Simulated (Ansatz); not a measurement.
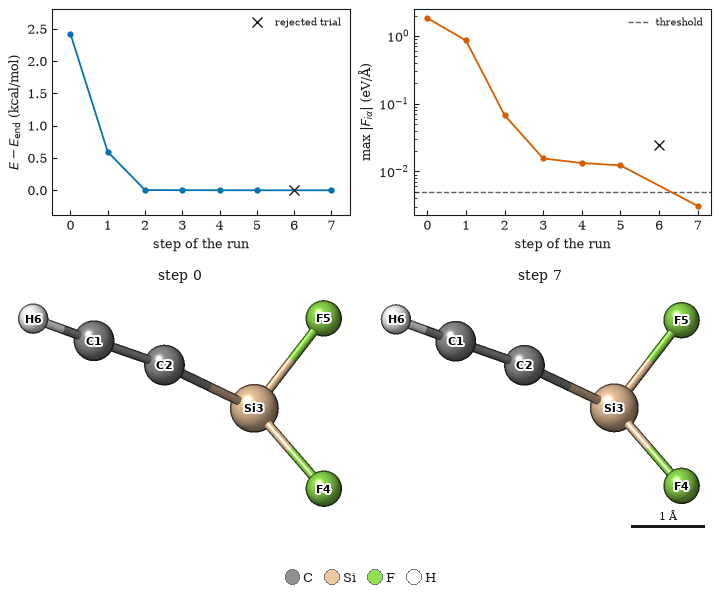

First and last geometry of a relaxation of C2HF2Si (multiplicity 2), with the history of the run. The picture is a ball-and-stick view, seen at a tilt.

The start comes from PBE-D4/def2-SVP.

Level of theory: UKS PBE0-D4/def2-TZVP in Ansatz 0.2.0.

The input:
```yaml
crystal:
  periodic: [false, false, false]
  atoms:
    - {symbol: C, position_ang: [-0.088047, 0.318824, 1.723499]}
    - {symbol: C, position_ang: [-0.080540, 0.110828, 0.510642]}
    - {symbol: Si, position_ang: [-0.346194, -0.086579, -1.283168]}
    - {symbol: F, position_ang: [-0.163064, -1.657628, -1.691764]}
    - {symbol: F, position_ang: [0.790293, 0.757700, -2.098199]}
    - {symbol: H, position_ang: [-0.070447, 0.492855, 2.792790]}
basis:
  gaussian: {orbitals: def2-TZVP}
magnetization: {spin_polarized: true, initial_magnetization: 1}
hamiltonian: {xc: pbe0, dispersion: d4}
relax: {f_tol: 0.005, max_steps: 150}
```

### Read the history and describe the run.

It converged. The largest moves after the best rigid fit, 0.049 Å, are those of F4 and F5. By element the largest moves are F 0.049 Å, H 0.045 Å, C 0.028 Å, Si 0.014 Å. Among the contacts that change: Si3–F4 1.634 → 1.588 Å, C1–C2 1.231 → 1.207 Å, C1–H6 1.084 → 1.067 Å, C2–Si3 1.824 → 1.809 Å. The energy falls by 2.43 kcal/mol in 6 accepted moves (7 points after the start). The largest force component goes from 1.8 to 0.0031 eV/Å. The line search rejected the trial step at point 6 of the run.
